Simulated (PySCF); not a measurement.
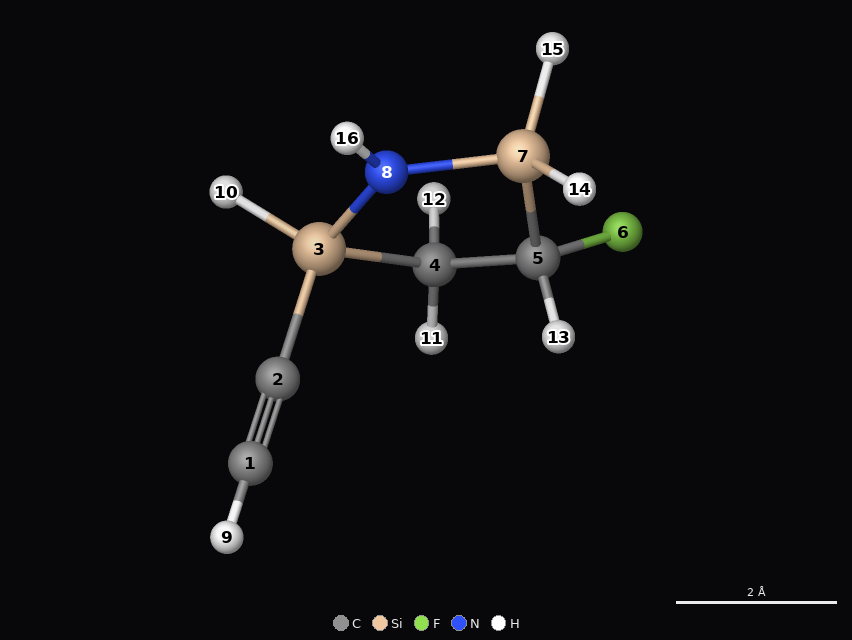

Atoms carry their numbers in the input. Computed geometry: GFN2-xTB optimisation. No frequency run is at hand to confirm it as a minimum.

How are the neighbours of atom 5 arranged?

C5 has 4 neighbours (C4 at 1.52, F6 at 1.40, Si7 at 1.92, H13 at 1.10 Å); the arrangement is tetrahedral.

What is the geometry at C4?

C4 has 4 neighbours (Si3 at 1.90, C5 at 1.52, H11 at 1.09, H12 at 1.09 Å); the arrangement is tetrahedral.

Describe the coordination of atom 8.

N8 has 3 neighbours (Si3 at 1.74, Si7 at 1.73, H16 at 1.00 Å); the arrangement is trigonal planar.

How are the neighbours of atom 2 arranged?

C2 has 2 neighbours (C1 at 1.20, Si3 at 1.85 Å); the arrangement is linear.

What is the dihedral angle Si3–C4–C5–F6?

159° in size, that is anti.
